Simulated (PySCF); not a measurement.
C6H14AlClO (SMILES CC[O+](CC1CC1)[AlH2-][Cl])

Input file:

```
{"job": {"kind": "nmr", "xc": "PBE0", "basis": "pcSseg-1"}, "charge": 0, "multiplicity": 1}
C     -2.619356     1.273937    -0.181598
C     -1.805800     0.332451     0.689843
O     -0.655666    -0.185887     0.033454
C      0.374585     0.775961    -0.193156
C      1.650271     0.075068    -0.569835
C      2.427506    -0.627978     0.505726
C      2.960176     0.632653    -0.097302
Al    -0.962261    -2.055723    -0.234959
Cl     0.479132    -3.015186    -1.316382
H     -2.854952     0.784277    -1.123518
H     -2.085486     2.199553    -0.384417
H     -3.547928     1.518662     0.326044
H     -2.396755    -0.554376     0.936503
H     -1.496608     0.824494     1.619580
H      0.521985     1.349391     0.732096
H      0.061762     1.462585    -0.989438
H      1.619909    -0.386360    -1.548204
H      2.041971    -0.591538     1.513578
H      2.900845    -1.563321     0.255792
H      3.806668     0.569326    -0.762572
H      2.944638     1.533814     0.497759
H     -2.330480    -1.904912    -0.985048
H     -1.038909    -2.419908     1.286132
```

Launched as:

```sh
OMP_NUM_THREADS=1 python probes_run.py task.json out
```

Geometry: GFN2-xTB.

All numbers below come from PySCF, PBE0/pcSseg-1, SCF density, gas phase, non-relativistic.

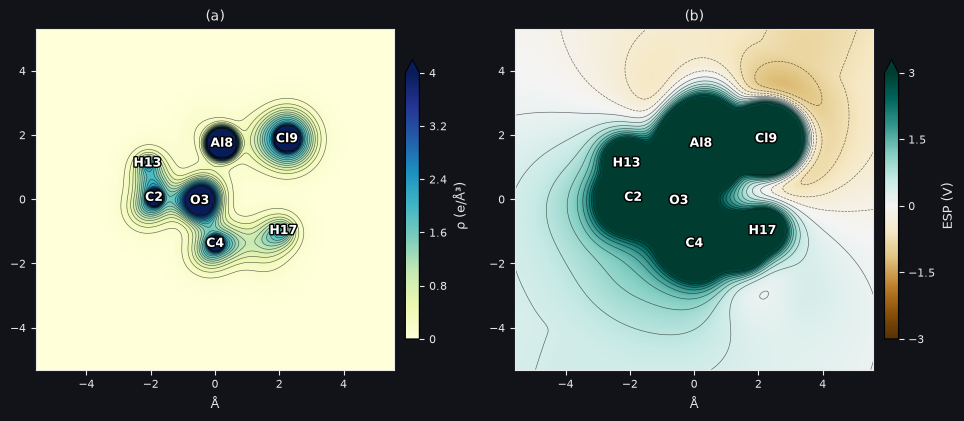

Figure 1. (a) electron density; (b) electrostatic potential on the plane of atoms O3, Al8 and Cl9.

Read the bonding off the picture.

- The plane passes through C, O, Al, Cl and H nuclei.
- C–O (1.42 Å): the density is about 2 e/Å³ at the midpoint, with its minimum of 1.7 e/Å³ about 0.5 Å from C.
- Al–O (1.91 Å): the density is about 0.48 e/Å³ at the midpoint.
- Al–Cl (2.04 Å): ρ is about 0.8 e/Å³ halfway.
- C–H (1.09 Å): ρ at the midpoint is about 2.1 e/Å³.
- Outside the dense part of the molecule the potential is most negative (−1.3 V) near Cl9.

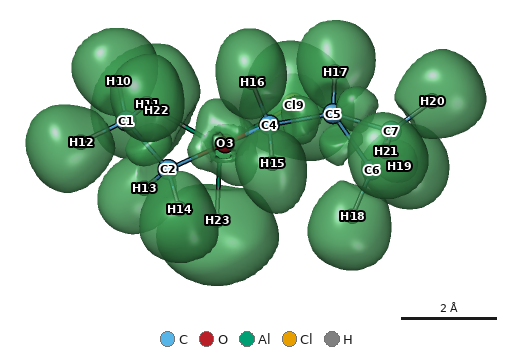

Figure 2. Isosurface of the ELF at 0.75 (green), seen from one side. Core shells and regions of very low density are left out.

Where are the electrons localised?

At this value the surface marks out five regions between bonded C–C atoms (shared pairs), 14 regions around hydrogen nuclei, one region on Cl in which the atom's valence shell and bonds are merged and one region on O in which the atom's valence shell and bonds are merged. Along the contacts the grid gives the following. C–O (1.42 Å): the ELF peaks at about 0.90 between the atoms; a polar covalent bond. C–C (1.50 Å): the ELF peaks at about 0.90 between the atoms: a shared electron pair.

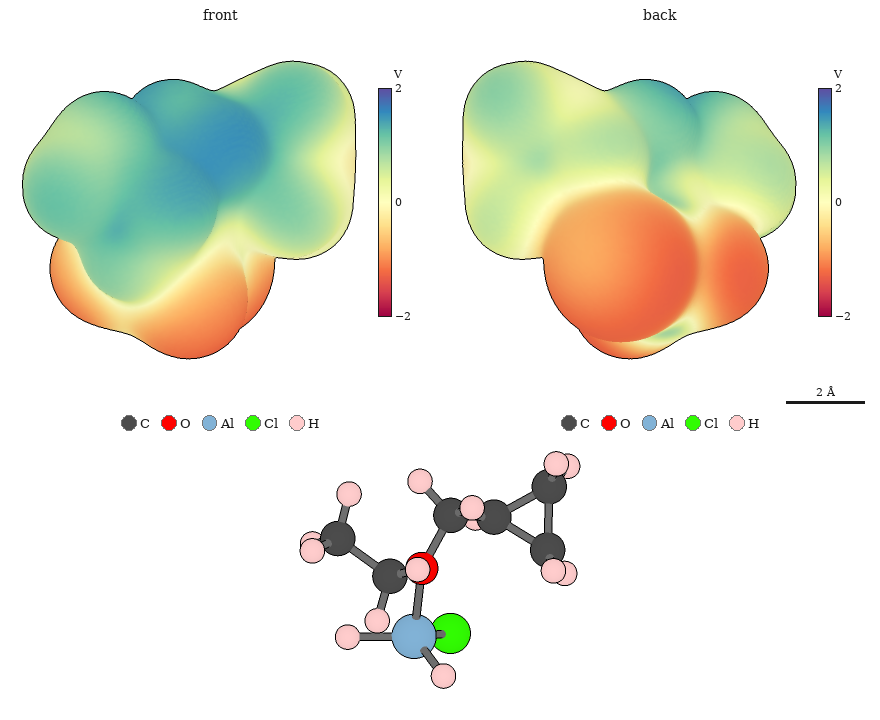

Figure 3. The electrostatic potential painted on the density surface at 0.002 e/bohr³, seen from the front and from behind; red is negative and blue positive. The bare structure is drawn below in the same view.

Which sites attract a positive test charge, and which a negative one?

A positive charge is drawn to the negative regions and a negative charge to the positive ones. The most negative region (about −1.3 V) lies over Cl9, H22 and H23, the most positive (about +1.5 V) over H14 and H15.

How polar is the molecule by this calculation?

Its dipole moment is 6.45 D.
